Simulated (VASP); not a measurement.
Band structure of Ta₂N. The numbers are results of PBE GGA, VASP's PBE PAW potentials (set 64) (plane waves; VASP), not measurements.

The cell holds a wide vacuum, so values per volume refer to the whole cell. Unless said otherwise, spin-orbit coupling is left out, though it shifts the bands of the heavy elements here.

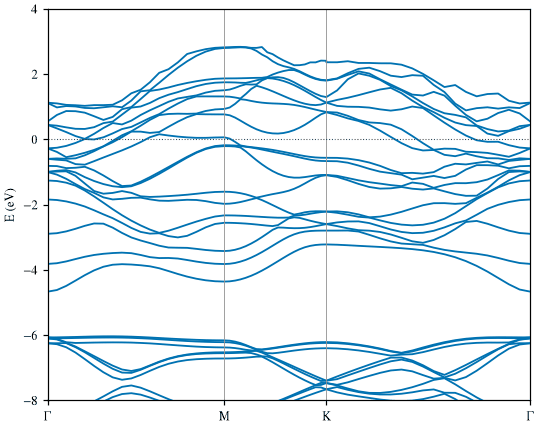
Bands along high-symmetry lines, zero at the valence-band maximum or, without a gap, the Fermi level

Question: Read the plot: is there a gap, and where are the band edges?

Answer: It has no gap at this level: it comes out as a metal or semimetal.

The cell is a sheet with vacuum, built from a database entry that may be metastable or hypothetical.
